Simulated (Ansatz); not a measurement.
# InH₃ (triplet): one geometry, many settings at distance In1–H2 = 2.404 Å

What do other methods and options give for InH₃ (triplet) at this geometry, and how long do they take?

The runs use Ansatz 0.2.0, Gaussian basis; the settings change from run to run.

32 further runs of the same task are left out: 6 for a known fault of the program, 20 that didn't finish, 6 set aside as unsound or not needed.

## (1) The system

The geometry derives from a PBE0/def2-TZVP stationary point (not a proven minimum). One bond is set to the value named and the two fragments are kept rigid. No spin-orbit coupling is included. Elements past krypton take def2 core potentials.

4 atoms, charge 0, spin multiplicity 3.

Atoms are counted from 1 here; the program's logs count them from 0.

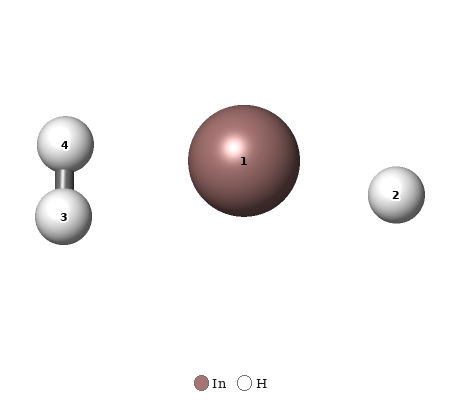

The structure; indium brown, hydrogen white; atoms are numbered from 1 in the order of the file.

## (2) CISDT/def2-SVP

in.yaml reads:

```yaml
crystal:
  periodic: [false, false, false]
  atoms:
    - {symbol: In, position_ang: [0.000000, 0.022495, -0.037712]}
    - {symbol: H, position_ang: [0.000000, -2.359379, -0.363120]}
    - {symbol: H, position_ang: [0.384545, -0.101579, 2.329492]}
    - {symbol: H, position_ang: [-0.384545, -0.101579, 2.329492]}
basis:
  gaussian: {orbitals: def2-SVP}
magnetization: {spin_polarized: false, initial_magnetization: 2}
correlation: {active_space: {ras: {orbitals: [2, 2, 28], electrons: 6, max_holes: 3, max_particles: 3}, fixed_orbitals: true}}
```

The run is started by

```
ansatz run in.yaml --threads 1 --pin off --events-out ev --progress --plain --max-ram 2393MiB
```

The program printed:

```text
Functional definition: HF
  name "HF"
  cite "Fock, Z. Phys. 61, 126 (1930) doi:10.1007/BF01340294"
  parent pbe
  exchange = exact_x
  correlation = 0
494 factors; integrals over basis functions are off by at most 6.5e-4 eV
mean field evaluation 1: about -5191.6359 eV, gradient 6.6e0 eV
mean field evaluation 2: about -5191.6589 eV, gradient 6.6e0 eV
mean field evaluation 4: about -5192.3277 eV, gradient 1.2e0 eV
mean field evaluation 8: about -5192.4251 eV, gradient 5.2e-1 eV
mean field evaluation 16: about -5186.5900 eV, gradient 2.0e1 eV
mean field evaluation 32: about -5192.4324 eV, gradient 1.5e-6 eV
mean field -5192.43235379 eV, -190.8183694446 hartree, gradient 4.1e-6 eV, S^2 2.000000; 5 other end points of the search recorded, 0 dependent functions left out
reference -5192.43235379 eV, -190.8183694446 hartree; 13, 11 occupied and 28, 30 virtual orbitals, 494 factors
state -5194.81557197 eV, -190.9059510975 hartree
Total energy: -5194.81557197 eV, -190.9059510975 hartree
```

Run time: 6 s. Hardware: 1 thread of AMD EPYC, shared host.

From the report: 266,454 determinants.

## (3) BCCD(T) on ROHF/def2-SVP

in.yaml, as its differences from that of step 2:

```diff
@@ -10,2 +10,4 @@
 magnetization: {spin_polarized: false, initial_magnetization: 2}
-correlation: {active_space: {ras: {orbitals: [2, 2, 28], electrons: 6, max_holes: 3, max_particles: 3}, fixed_orbitals: true}}
+correlation: {method: bccd_t, electrons: outside_noble_gas}
+scf: {lower_state_search: full}
+output: {forces: true}
```

The command is unchanged.

The program printed, shortened:

```text
Functional definition: HF
  name "HF"
  cite "Fock, Z. Phys. 61, 126 (1930) doi:10.1007/BF01340294"
  parent pbe
[...]
494 factors; integrals over basis functions are off by at most 6.5e-4 eV
[...]
mean field -5192.43235379 eV, -190.8183694446 hartree, gradient 4.1e-6 eV, S^2 2.000000; 12 other end points of the search recorded, 0 dependent functions left out
[...]
determinant -5192.43235379 eV, -190.8183694446 hartree, with singles and doubles -5194.83000716 eV, -190.9064815810 hartree
determinant -5191.17507134 eV, -190.7721651667 hartree, with singles and doubles -5193.62140893 eV, -190.8620664153 hartree
determinant -5191.16436881 eV, -190.7717718562 hartree, with singles and doubles -5193.37857709 eV, -190.8531425095 hartree
determinant -5188.99042101 eV, -190.6918807482 hartree, with singles and doubles -5192.21284437 eV, -190.8103026222 hartree
9 core orbitals not correlated: weight in the atoms' cores, before any rotation towards them, 0.998 or more for the frozen orbitals, at most 0.002 for the correlated occupied ones
reference -5192.43235379 eV, -190.8183694446 hartree; 4, 2 occupied and 28, 30 virtual orbitals, 494 factors
second order -1.62375381 eV of doubles, -0.07532755 eV of singles
cycle   1  -2.40008896 eV  change   -1.2e-1 eV  update   2.4e-2
[...]
cycle  14  -2.38555890 eV  change    1.2e-7 eV  update   4.1e-7
perturbative correction -0.03416880 eV, -0.0012556801 hartree
[...]
Total energy: -5194.85208148 eV, -190.9072927971 hartree
Atom 0 at     0.000000     0.022495    -0.037712 Å, force    -0.000000    -0.706556    -0.611245 eV/Å
Atom 1 at     0.000000    -2.359379    -0.363120 Å, force    -0.000000     0.740997     0.109316 eV/Å
Atom 2 at     0.384545    -0.101579     2.329492 Å, force     0.069225    -0.017220     0.250964 eV/Å
Atom 3 at    -0.384545    -0.101579     2.329492 Å, force    -0.069225    -0.017220     0.250964 eV/Å
Dipole moment:     0.000000     0.083230     0.162068 e Å
```

Run time: 14 s. Hardware: 1 thread of AMD EPYC, shared host.

From the report: correlation -2.4197 eV; largest double amplitude 0.11.

## (4) BCCD on UHF/def2-SVP

in.yaml, as its differences from that of step 3:

```diff
@@ -9,5 +9,3 @@
   gaussian: {orbitals: def2-SVP}
-magnetization: {spin_polarized: false, initial_magnetization: 2}
-correlation: {method: bccd_t, electrons: outside_noble_gas}
-scf: {lower_state_search: full}
-output: {forces: true}
+magnetization: {spin_polarized: true, initial_magnetization: 2}
+correlation: {method: bccd, electrons: outside_noble_gas}
```

Same command.

The program printed, shortened:

```text
Functional definition: HF
  name "HF"
  cite "Fock, Z. Phys. 61, 126 (1930) doi:10.1007/BF01340294"
  parent pbe
[...]
494 factors; integrals over basis functions are off by at most 6.5e-4 eV
[...]
mean field -5192.64517028 eV, -190.8261903066 hartree, gradient 4.8e-6 eV, S^2 2.081478; 6 other end points of the search recorded, 0 dependent functions left out
determinant -5192.64517028 eV, -190.8261903066 hartree, with singles and doubles -5194.84928143 eV, -190.9071898972 hartree
determinant -5191.39571001 eV, -190.7802734886 hartree, with singles and doubles -5193.61807107 eV, -190.8619437509 hartree
determinant -5191.19775771 eV, -190.7729988756 hartree, with singles and doubles -5193.37492529 eV, -190.8530083084 hartree
9 core orbitals not correlated: weight in the atoms' cores, before any rotation towards them, 0.998 or more for the frozen orbitals, at most 0.002 for the correlated occupied ones
reference -5192.64517028 eV, -190.8261903066 hartree; 4, 2 occupied and 28, 30 virtual orbitals, 494 factors
second order -1.53340942 eV of doubles, -0.00000000 eV of singles
cycle   1  -2.18249430 eV  change   -1.1e-1 eV  update   2.0e-2
[...]
cycle  11  -2.18455188 eV  change    6.7e-7 eV  update   3.9e-6
Total energy: -5194.82972216 eV, -190.9064711075 hartree
```

Run time: 6 s. Hardware: 1 thread of AMD EPYC, shared host.

From the report: ⟨S²⟩ of the determinant 2.081 (pure triplet: 2.00); correlation -2.1846 eV; largest double amplitude 0.11.

## (5) CASSCF(4,5)/def2-SVP

in.yaml, as its differences from that of step 4:

```diff
@@ -9,3 +9,3 @@
   gaussian: {orbitals: def2-SVP}
-magnetization: {spin_polarized: true, initial_magnetization: 2}
-correlation: {method: bccd, electrons: outside_noble_gas}
+magnetization: {spin_polarized: false, initial_magnetization: 2}
+correlation: {active_space: {window: {electrons: 4, orbitals: 5}}}
```

Launched as before.

The program printed:

```text
Functional definition: HF
  name "HF"
  cite "Fock, Z. Phys. 61, 126 (1930) doi:10.1007/BF01340294"
  parent pbe
  exchange = exact_x
  correlation = 0
494 factors; integrals over basis functions are off by at most 6.5e-4 eV
mean field evaluation 1: about -5191.6359 eV, gradient 6.6e0 eV
mean field evaluation 2: about -5191.6589 eV, gradient 6.6e0 eV
mean field evaluation 4: about -5192.3277 eV, gradient 1.2e0 eV
mean field evaluation 8: about -5192.4251 eV, gradient 5.2e-1 eV
mean field evaluation 16: about -5186.5900 eV, gradient 2.0e1 eV
mean field evaluation 32: about -5192.4324 eV, gradient 1.5e-6 eV
mean field -5192.43235379 eV, -190.8183694446 hartree, gradient 4.1e-6 eV, S^2 2.000000; 5 other end points of the search recorded, 0 dependent functions left out
reference -5192.43235379 eV, -190.8183694446 hartree; 13, 11 occupied and 28, 30 virtual orbitals, 494 factors
state -5193.17180778 eV, -190.8455438776 hartree
Total energy: -5193.17180778 eV, -190.8455438776 hartree
```

Wall time 3 s (1 thread of AMD EPYC, shared host).

From the report: 100 determinants; active occupations 1.92, 1.00, 1.00, 0.07, 0.02.

## (6) MP2 on UHF/def2-SVP

in.yaml, as its differences from that of step 5:

```diff
@@ -9,3 +9,3 @@
   gaussian: {orbitals: def2-SVP}
-magnetization: {spin_polarized: false, initial_magnetization: 2}
-correlation: {active_space: {window: {electrons: 4, orbitals: 5}}}
+magnetization: {spin_polarized: true, initial_magnetization: 2}
+correlation: {method: mp2, electrons: outside_noble_gas}
```

Launched as before.

The program printed:

```text
Functional definition: HF
  name "HF"
  cite "Fock, Z. Phys. 61, 126 (1930) doi:10.1007/BF01340294"
  parent pbe
  exchange = exact_x
  correlation = 0
494 factors; integrals over basis functions are off by at most 6.5e-4 eV
mean field evaluation 1: about -5191.6848 eV, gradient 6.2e0 eV
mean field evaluation 2: about -5191.7095 eV, gradient 6.2e0 eV
mean field evaluation 4: about -5192.6007 eV, gradient 1.2e0 eV
mean field evaluation 8: about -5192.6451 eV, gradient 4.4e-2 eV
mean field evaluation 16: about -5192.6418 eV, gradient 3.8e-1 eV
mean field -5192.64517028 eV, -190.8261903066 hartree, gradient 4.8e-6 eV, S^2 2.081478; 4 other end points of the search recorded, 0 dependent functions left out
9 core orbitals not correlated: weight in the atoms' cores, before any rotation towards them, 0.998 or more for the frozen orbitals, at most 0.002 for the correlated occupied ones
reference -5192.64517028 eV, -190.8261903066 hartree; 4, 2 occupied and 28, 30 virtual orbitals, 494 factors
second order -1.53340942 eV of doubles, -0.00000000 eV of singles
Total energy: -5194.17857970 eV, -190.8825420634 hartree
```

Run time: 1.5 s. Hardware: 1 thread of AMD EPYC, shared host.

From the report: ⟨S²⟩ of the determinant 2.081 (pure triplet: 2.00).

## (7) NEVPT2(4,6)/def2-SVP

in.yaml, as its differences from that of step 6:

```diff
@@ -9,3 +9,4 @@
   gaussian: {orbitals: def2-SVP}
-magnetization: {spin_polarized: true, initial_magnetization: 2}
-correlation: {method: mp2, electrons: outside_noble_gas}
+magnetization: {spin_polarized: false, initial_magnetization: 2}
+hamiltonian: {pseudopotentials: {relativity: none}}
+correlation: {method: sc_nevpt2, electrons: valence, active_space: {window: {electrons: 4, orbitals: 6}}}
```

The command is unchanged.

The program printed:

```text
Functional definition: HF
  name "HF"
  cite "Fock, Z. Phys. 61, 126 (1930) doi:10.1007/BF01340294"
  parent pbe
  exchange = exact_x
  correlation = 0
494 factors; integrals over basis functions are off by at most 6.5e-4 eV
mean field evaluation 1: about -5191.6359 eV, gradient 6.6e0 eV
mean field evaluation 2: about -5191.6589 eV, gradient 6.6e0 eV
mean field evaluation 4: about -5192.3277 eV, gradient 1.2e0 eV
mean field evaluation 8: about -5192.4251 eV, gradient 5.2e-1 eV
mean field evaluation 16: about -5186.5900 eV, gradient 2.0e1 eV
mean field evaluation 32: about -5192.4324 eV, gradient 1.5e-6 eV
mean field -5192.43235379 eV, -190.8183694446 hartree, gradient 4.1e-6 eV, S^2 2.000000; 5 other end points of the search recorded, 0 dependent functions left out
reference -5192.43235379 eV, -190.8183694446 hartree; 13, 11 occupied and 28, 30 virtual orbitals, 494 factors
state -5193.29147675 eV, -190.8499416312 hartree
state -5193.29147675 eV, -190.8499416312 hartree; corrected -5195.16656705 eV, -190.9188499287 hartree
Total energy: -5195.16656705 eV, -190.9188499287 hartree
```

Wall time 5.5 s (1 thread of AMD EPYC, shared host).

From the report: 112 determinants; active occupations 1.91, 1.00, 0.99, 0.06, 0.02, 0.01.

## (8) MP2 on ROHF/def2-SVP

in.yaml, as its differences from that of step 7:

```diff
@@ -10,3 +10,2 @@
 magnetization: {spin_polarized: false, initial_magnetization: 2}
-hamiltonian: {pseudopotentials: {relativity: none}}
-correlation: {method: sc_nevpt2, electrons: valence, active_space: {window: {electrons: 4, orbitals: 6}}}
+correlation: {method: mp2, electrons: valence}
```

Same command.

The program printed, shortened:

```text
Functional definition: HF
  name "HF"
  cite "Fock, Z. Phys. 61, 126 (1930) doi:10.1007/BF01340294"
  parent pbe
[...]
494 factors; integrals over basis functions are off by at most 6.5e-4 eV
[...]
mean field -5192.43235379 eV, -190.8183694446 hartree, gradient 4.1e-6 eV, S^2 2.000000; 5 other end points of the search recorded, 0 dependent functions left out
[...]
4 core orbitals not correlated: weight in the atoms' cores, before any rotation towards them, 1.000 or more for the frozen orbitals, at most 0.000 for the correlated occupied ones
reference -5192.43235379 eV, -190.8183694446 hartree; 9, 7 occupied and 28, 30 virtual orbitals, 494 factors
second order -2.33960599 eV of doubles, -0.08055124 eV of singles
Total energy: -5194.85251102 eV, -190.9073085825 hartree
```

Run time: 2.4 s. Hardware: 1 thread of AMD EPYC, shared host.

## (9) CASSCF(2,6)/def2-SVP

in.yaml, as its differences from that of step 8:

```diff
@@ -8,4 +8,4 @@
 basis:
-  gaussian: {orbitals: def2-SVP}
+  gaussian: {orbitals: def2-SVP, point_charges: [{charge: -1.00, position_ang: [3.340, -0.525, -0.739]}]}
 magnetization: {spin_polarized: false, initial_magnetization: 2}
-correlation: {method: mp2, electrons: valence}
+correlation: {active_space: {window: {electrons: 2, orbitals: 6}}}
```

Launched as before.

The program printed:

```text
Functional definition: HF
  name "HF"
  cite "Fock, Z. Phys. 61, 126 (1930) doi:10.1007/BF01340294"
  parent pbe
  exchange = exact_x
  correlation = 0
494 factors; integrals over basis functions are off by at most 6.5e-4 eV
mean field evaluation 1: about -5191.4964 eV, gradient 6.6e0 eV
mean field evaluation 2: about -5191.5316 eV, gradient 6.6e0 eV
mean field evaluation 4: about -5192.2502 eV, gradient 1.4e0 eV
mean field evaluation 8: about -5192.3870 eV, gradient 2.1e-1 eV
mean field evaluation 16: about -5191.2928 eV, gradient 4.4e0 eV
mean field evaluation 32: about -5191.9725 eV, gradient 1.9e0 eV
mean field -5192.38823369 eV, -190.8167480608 hartree, gradient 2.4e-6 eV, S^2 2.000000; 8 other end points of the search recorded, 0 dependent functions left out
reference -5192.38823369 eV, -190.8167480608 hartree; 13, 11 occupied and 28, 30 virtual orbitals, 494 factors
state -5192.40644305 eV, -190.8174172427 hartree
Total energy: -5192.40644305 eV, -190.8174172427 hartree
```

It took 10 s on 1 thread of AMD EPYC, shared host.

From the report: 36 determinants; active occupations 1.00, 1.00, 0.00, 0.00, 0.00, 0.00.

## (10) BCCD(T) on ROHF/def2-TZVP

in.yaml, as its differences from that of step 9:

```diff
@@ -8,4 +8,6 @@
 basis:
-  gaussian: {orbitals: def2-SVP, point_charges: [{charge: -1.00, position_ang: [3.340, -0.525, -0.739]}]}
+  gaussian: {orbitals: def2-TZVP, fitting: {mean_field: def2-universal-jkfit}}
 magnetization: {spin_polarized: false, initial_magnetization: 2}
-correlation: {active_space: {window: {electrons: 2, orbitals: 6}}}
+correlation: {method: bccd_t, electrons: outside_noble_gas}
+scf: {lower_state_search: full}
+output: {forces: true}
```

Same command.

The program printed, shortened:

```text
Functional definition: HF
  name "HF"
  cite "Fock, Z. Phys. 61, 126 (1930) doi:10.1007/BF01340294"
  parent pbe
[...]
272 factors; integrals over basis functions are off by at most 9.9e-1 eV
[...]
mean field -5192.64086609 eV, -190.8260321305 hartree, gradient 2.6e-6 eV, S^2 2.000000; 12 other end points of the search recorded, 0 dependent functions left out
[...]
determinant -5192.64086609 eV, -190.8260321305 hartree, with singles and doubles -5195.25033201 eV, -190.9219282343 hartree
determinant -5191.42438090 eV, -190.7813271243 hartree, with singles and doubles -5193.85748637 eV, -190.8707421010 hartree
determinant -5191.41371356 eV, -190.7809351067 hartree, with singles and doubles -5194.07362808 eV, -190.8786851623 hartree
determinant -5189.24433513 eV, -190.7012119200 hartree, with singles and doubles -5192.62673383 eV, -190.8255127795 hartree
9 core orbitals not correlated: weight in the atoms' cores, before any rotation towards them, 0.998 or more for the frozen orbitals, at most 0.002 for the correlated occupied ones
reference -5192.64086609 eV, -190.8260321305 hartree; 4, 2 occupied and 55, 57 virtual orbitals, 272 factors
second order -1.82833761 eV of doubles, -0.07796664 eV of singles
cycle   1  -2.57037550 eV  change   -1.9e-1 eV  update   2.9e-2
[...]
cycle  15  -2.56439808 eV  change   -1.1e-7 eV  update   2.5e-7
perturbative correction -0.04978753 eV, -0.0018296581 hartree
[...]
Total energy: -5195.25505171 eV, -190.9221016800 hartree
Atom 0 at     0.000000     0.022495    -0.037712 Å, force     0.000000    -0.745772    -0.548204 eV/Å
Atom 1 at     0.000000    -2.359379    -0.363120 Å, force     0.000000     0.776408     0.113895 eV/Å
Atom 2 at     0.384545    -0.101579     2.329492 Å, force    -0.347507    -0.015318     0.217155 eV/Å
Atom 3 at    -0.384545    -0.101579     2.329492 Å, force     0.347507    -0.015318     0.217155 eV/Å
Dipole moment:    -0.000000     0.084352     0.136075 e Å
```

Wall time 26 s (1 thread of AMD EPYC, shared host); peak memory 0.28 GiB.

From the report: correlation -2.6142 eV; largest double amplitude 0.09.

## (11) All runs side by side

Where basis and cores are those of an earlier FCI/def2-SVP run (-5194.8655 eV), and the state is the same kind, the miss against it is given.

```tsv
level	correlated	functions	energy (eV)	from FCI (meV)	time
CISDT/def2-SVP	outside noble gas	41	-5194.8156	50.0	6 s
BCCD(T) on ROHF/def2-SVP	outside noble gas	41	-5194.8521	13.5	14 s
BCCD on UHF/def2-SVP	outside noble gas	41	-5194.8297	35.8	6 s
CASSCF(4,5)/def2-SVP		41	-5193.1718	1693.7	3 s
MP2 on UHF/def2-SVP	outside noble gas	41	-5194.1786	687.0	1.5 s
NEVPT2(4,6)/def2-SVP	valence	41	-5195.1666		5.5 s
MP2 on ROHF/def2-SVP	valence	41	-5194.8525		2.4 s
CASSCF(2,6)/def2-SVP (beside a point charge)		41	-5192.4064		10 s
BCCD(T) on ROHF/def2-TZVP	outside noble gas	68	-5195.2551		26 s
```

## (12) Outcome

| quantity | value |
| --- | --- |
| runs | 9 |
| quickest | MP2 on UHF/def2-SVP, 1.5 s |
| slowest | BCCD(T) on ROHF/def2-TZVP, 26 s |

What this shows: Total energies in different bases, with other cores or another treatment of relativity can't be set against each other. BCCD(T) on ROHF/def2-TZVP took 17 times as long as MP2 on UHF/def2-SVP; the jobs differ in more than the method. Among the correlated runs with a miss given, it spans +13 to +687 meV. Hartree-Fock, CASSCF and CASCI lack dynamic correlation by design.
